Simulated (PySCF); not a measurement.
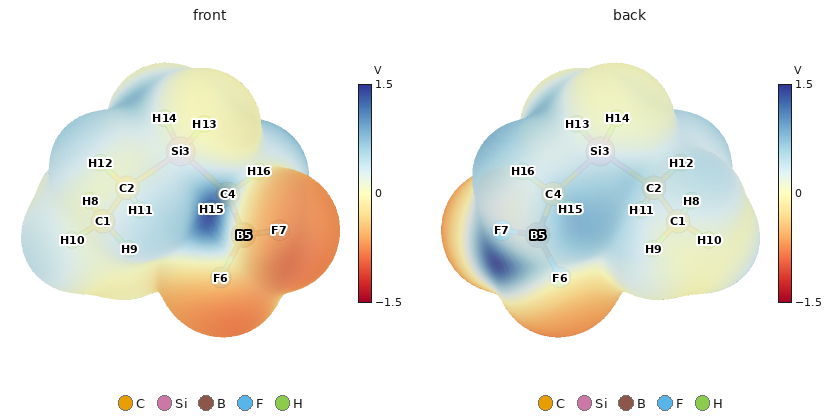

Figure. C3H9BF2Si. The electrostatic potential painted on the density surface at 0.001 e/bohr³, seen from the front and from behind; the colour scale runs from red (negative) to blue (positive).

Geometry: GFN2-xTB.

Theory: PBE0/pcSseg-1, SCF density, gas phase, non-relativistic in PySCF 2.14.0.

```xyz
16

C    -1.7228    0.3944   -0.9494
C    -1.0979   -0.8925   -0.4126
Si   -0.0453   -0.6424    1.1539
C     1.2921    0.7142    0.8741
B     2.1341    0.4090   -0.3879
F     1.8099    0.8329   -1.6005
F     3.2122   -0.3591   -0.3768
H    -2.3466    0.8665   -0.1935
H    -0.9501    1.0978   -1.2494
H    -2.3438    0.1846   -1.8185
H    -0.4831   -1.3365   -1.1988
H    -1.8919   -1.6108   -0.2006
H     0.6089   -1.9030    1.5222
H    -0.8716   -0.1555    2.2682
H     0.7783    1.6689    0.7902
H     1.9099    0.7402    1.7680
```

Question: Where is the surface potential most negative and most positive?

Answer: The most negative region (about −0.8 V) lies over F6 and F7, the most positive (about +1.3 V) over B5.

Question: How polar is the molecule by this calculation?

Answer: Its dipole moment is 1.79 D.
